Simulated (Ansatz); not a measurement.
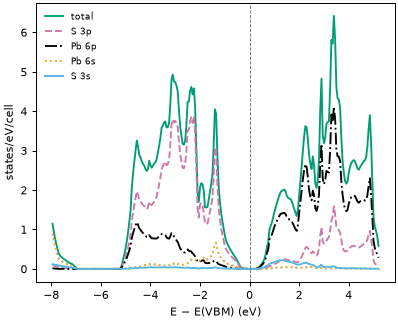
*Total and projected density of states of PbS (NiAs type, space group No. 194), r²SCAN (plane waves, PAW; program Ansatz)*

### Question
Which orbitals carry the states next to the gap?

### Answer
Top 1 eV of the valence band: S 3p 70 %, Pb 6s 21 %, Pb 6p 7 %. Bottom 1 eV of the conduction band: Pb 6p 73 %, S 3s 13 %, S 3p 8 %. Projections are on Löwdin-orthogonalised atomic valence shells; empty p or d shells of many metals are not among them.

### Question
Where is the tallest occupied peak in this window, and what makes it?

### Answer
Near -3.1 eV, about 4.9 states/eV per cell; the largest projected share is S 3p.

Space group P6_3/mmc (NiAs type). The first step of the workflow began from a Materials Project structure, measured or hypothetical; the Crystallography Open Database copy checked does not list it. It is not the phase usual at ambient conditions (space group No. 225). The cell was relaxed with r²SCAN under the symmetry of its start; its stability against distortions is not shown here. Scalar-relativistic: spin–orbit coupling is off unless named, which matters more the heavier the elements.

Potentials: the later of the program's two PAW sets.
